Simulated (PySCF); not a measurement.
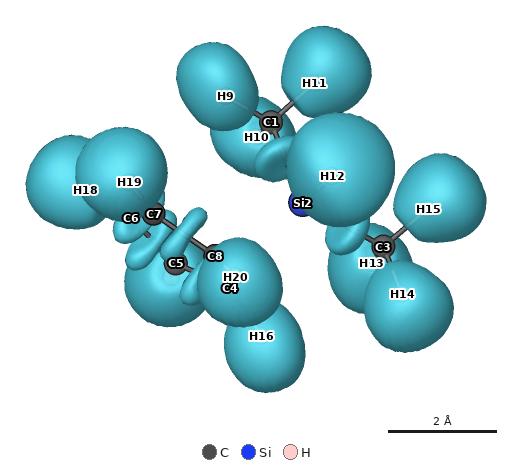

C$_{7}$H$_{12}$Si. Isosurface of the ELF at 0.85 (cyan), seen at a tilt. Only the valence region is drawn (cores and ρ < 0.01 e/Å³ removed).

Geometry: GFN2-xTB.

Theory: PySCF, PBE0/pcSseg-1, SCF density, gas phase, non-relativistic.

The calculation's input:

```
{"job": {"kind": "nmr", "xc": "PBE0", "basis": "pcSseg-1", "pop": false}, "charge": 0, "multiplicity": 1}
C      1.383127     1.233543     0.338526
Si     0.799813    -0.568580     0.312475
C      1.683691    -1.531549    -1.079081
C     -1.116493    -0.601785    -0.584302
C     -1.495260     0.713280    -0.904489
C     -1.808720     1.383145     0.267600
C     -1.676113     0.513902     1.341677
C     -1.242775    -0.729518     0.863601
H      0.896873     1.804129     1.121026
H      1.195516     1.737838    -0.603199
H      2.451244     1.260614     0.522809
H      1.267767    -1.226097     1.555858
H      1.522492    -1.081185    -2.054168
H      1.348461    -2.562739    -1.133061
H      2.752734    -1.547682    -0.896408
H     -1.141986    -1.431373    -1.268414
H     -1.512913     1.129070    -1.896205
H     -2.108534     2.414342     0.335083
H     -1.853273     0.753899     2.374852
H     -1.345651    -1.663254     1.385820
```

Launched as:

```sh
OMP_NUM_THREADS=1 python ens_run.py task.json out
```

Q: Where are the electrons localised?

A: At this value the surface marks out five regions between bonded C–C atoms (shared pairs), two regions between bonded C–Si atoms (shared pairs) and twelve regions around hydrogen nuclei.

Values along the shortest contacts:
C–C (1.39 Å): the ELF peaks at about 0.95 between the atoms, as expected for a covalent bond. C–Si (1.89 Å): the ELF peaks at about 0.95 between the atoms, as expected for a shared electron pair.
